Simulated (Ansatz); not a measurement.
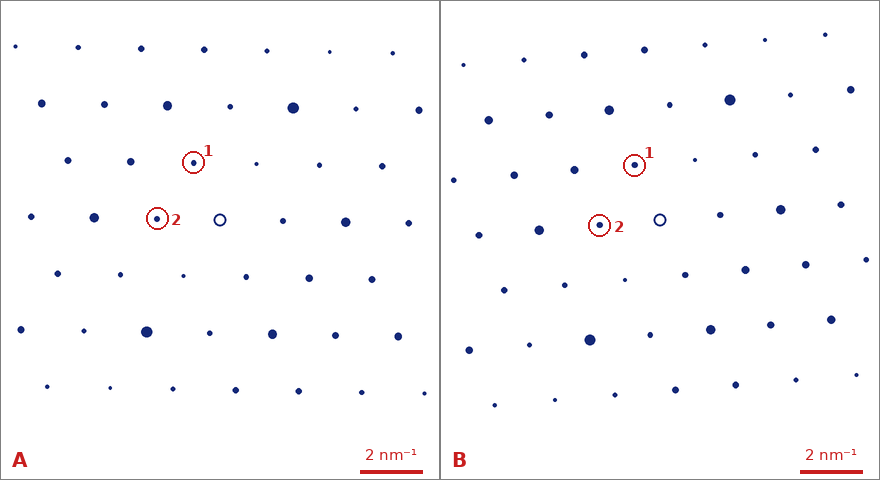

Kinematic electron diffraction patterns (120 kV, B = 0.5 Å², same scale) along [001] of the run's own cell, for the start and the end of one relaxation of Bi3S2 with DFT PBE, scalar-relativistic, plane waves, PAW (Ansatz). k mesh 6×6×6. The start is a generated model structure, and the relaxation ends in the nearest stationary point of its symmetry, not necessarily the ground state. Spot 1 is -1 0 0 and spot 2 is 0 -1 0 in both.

Start structure:

```yaml
crystal:
  lattice:
    - [4.44958, 2.56896, 2.27684]
    - [-4.44958, 2.56896, 2.27684]
    - [0.00000, -5.13793, 2.27684]
  atoms:
    - { symbol: Bi, position: [0.00000, 0.50000, 0.00000] }
    - { symbol: Bi, position: [0.00000, 0.00000, 0.50000] }
    - { symbol: Bi, position: [0.50000, 0.00000, 0.00000] }
    - { symbol: S, position: [0.68696, 0.68696, 0.68696] }
    - { symbol: S, position: [0.31304, 0.31304, 0.31304] }
```

Question: Which pattern belongs to the start structure, and which to the relaxed one?

Answer: B is the start: its cell gives d(1) = 5.112 Å, d(2) = 5.112 Å and an angle of 70.1°. A is the relaxed structure, with d(1) = 4.922 Å (-3.7 %), d(2) = 4.922 Å (-3.7 %) and 64.3°.

Question: What did the relaxation do to the structure and the energy?

Answer: The volume changed by -1.4 % to 30.80 Å³ an atom; with the mean shift removed, the atoms moved by up to 0.08 Å relative to the cell (S most); the space group stayed R-3m (No. 166); the free energy fell by 35 meV an atom. Relaxed cell: a = 5.730 Å, b = 5.730 Å, c = 5.730 Å, α = 107.60°, β = 107.60°, γ = 107.60°.
